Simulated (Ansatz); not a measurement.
The calculation's input:

```
crystal:
  periodic: [false, false, false]
  atoms:
    - { symbol: B, position_ang: [-0.2337, 1.3191, -0.0659] }
    - { symbol: S, position_ang: [0.6811, 0.3133, 1.1499] }
    - { symbol: B, position_ang: [0.4229, -1.2394, 0.1047] }
    - { symbol: Cl, position_ang: [-0.9164, -2.3328, 0.4164] }
    - { symbol: H, position_ang: [0.2817, 1.8933, -0.9851] }
    - { symbol: H, position_ang: [-1.4515, 1.4995, 0.0389] }
    - { symbol: H, position_ang: [1.2772, -1.5209, -0.7045] }
basis:
  gaussian: { orbitals: "6-31G*" }
hamiltonian:
  xc: pbe
relax:
  f_tol: 0.015
  max_steps: 40
output:
  orbitals: {}
```

Launched as:

```sh
ansatz run input.yaml --threads 1 --pin off --max-ram 2048MiB --backend cpu --events-out ev --progress --plain --runs-dir out
```

The fields are those of the relaxed geometry.

Theory: RKS PBE/6-31G* (Ansatz 0.2.0).

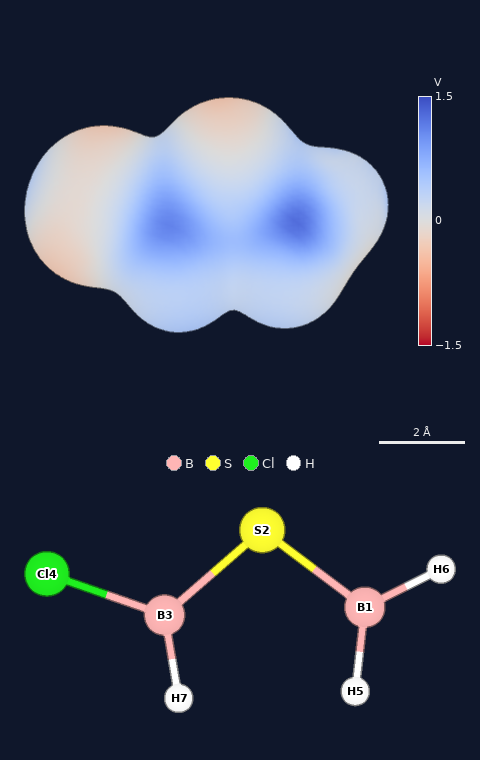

B2ClH3S (SMILES BSBCl). The electrostatic potential painted on the density surface at 0.002 e/bohr³, seen across its widest extent; the colour scale runs from red (negative) to blue (positive). The bare structure is drawn below in the same view.

### Describe the electrostatic potential map.

The most negative region (about −0.3 V, or −7 kcal/mol for a unit charge) lies over S2 and Cl4, the most positive (about +1.2 V, or +28 kcal/mol for a unit charge) over B1. Cl4 shows a σ-hole: about +0.4 V, or +9 kcal/mol for a unit charge at the tip opposite its bond, against about −0.1 V on its flanks.
